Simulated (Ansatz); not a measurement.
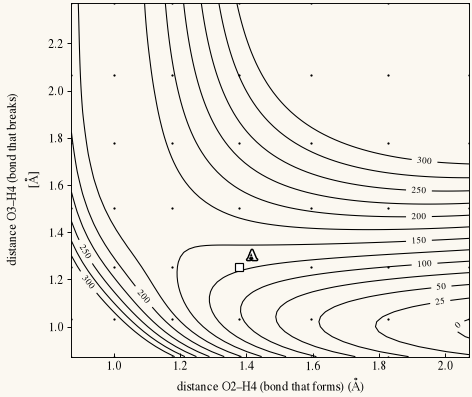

The reacting system ClGaH₂O₂ (fragments ClGaH₂O₂ where the first distance is long, ClGaO + H₂O where the second is long). 
- First axis: distance O2–H4 (bond that forms). Second axis: distance O3–H4 (bond that breaks).
- Relaxed at each point: all other coordinates.
- The grid has 7 × 7 points.
- Points are written as (first, second).
- All energies are given in kJ/mol relative to the lowest grid point.
- The reference is spin-restricted, so regions where a bond is pulled apart into radicals lie too high.
- Method: RKS r2SCAN-D4/def2-SVP in Ansatz 0.2.0.

The picture shows contour lines labelled in kJ/mol (none above 300), dots at the grid points, the point A. Between grid points the surface is interpolated.

### Which way does the force act at A, and how strong is it?

A, at (1.378 Å, 1.253 Å), is not a stationary point. The computed force is 81 kJ/mol for each Å towards larger values of the first coordinate and 210 kJ/mol for each Å towards smaller values of the second coordinate.
